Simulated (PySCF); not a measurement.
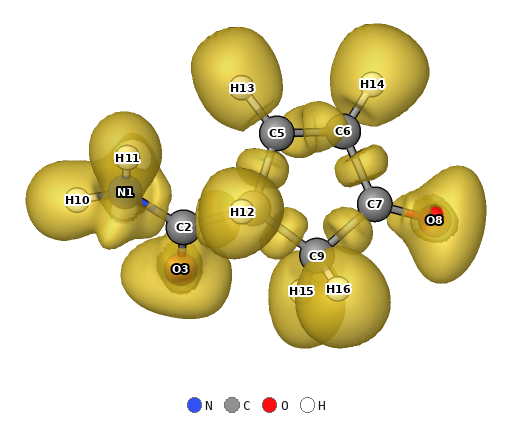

The picture shows: C$_{6}$H$_{7}$NO$_{2}$. Isosurface of the ELF at 0.75 (yellow), seen across its widest extent. Core shells and regions of very low density are left out.

Geometry: GFN2-xTB.

Computed with PBE0/def2-SVPD, SCF density, gas phase (PySCF).

```yaml
atoms:
  - { symbol: N, position_ang: [2.5119, -0.3516, 0.2369] }
  - { symbol: C, position_ang: [1.2772, -0.8982, 0.1805] }
  - { symbol: O, position_ang: [1.0196, -1.9847, 0.6344] }
  - { symbol: C, position_ang: [0.2409, 0.0085, -0.5030] }
  - { symbol: C, position_ang: [-0.0941, 1.1639, 0.3941] }
  - { symbol: C, position_ang: [-1.3928, 1.2410, 0.6727] }
  - { symbol: C, position_ang: [-2.1345, 0.1618, -0.0026] }
  - { symbol: O, position_ang: [-3.3261, -0.0167, 0.0042] }
  - { symbol: C, position_ang: [-1.1023, -0.6868, -0.7237] }
  - { symbol: H, position_ang: [3.2499, -0.8662, 0.6884] }
  - { symbol: H, position_ang: [2.7238, 0.5481, -0.1547] }
  - { symbol: H, position_ang: [0.6810, 0.3668, -1.4391] }
  - { symbol: H, position_ang: [0.6714, 1.8286, 0.7606] }
  - { symbol: H, position_ang: [-1.8795, 1.9763, 1.2876] }
  - { symbol: H, position_ang: [-1.0882, -1.6823, -0.2736] }
  - { symbol: H, position_ang: [-1.3656, -0.7994, -1.7742] }
```

Q: Describe the localisation domains.

A: The ELF exceeds this value in six regions between bonded C–C atoms (shared pairs), five regions around hydrogen nuclei, two regions on O in which the atom's valence shell and bonds are merged and one joined region spread over several atoms (H, N), in which their bonds and any lone pairs are merged. Along the contacts the grid gives the following. C–O (1.20 Å): the ELF peaks at about 0.90 between the atoms: a short, multiple covalent bond. C–C (1.33 Å): the ELF peaks at about 0.95 between the atoms; a short, multiple covalent bond.
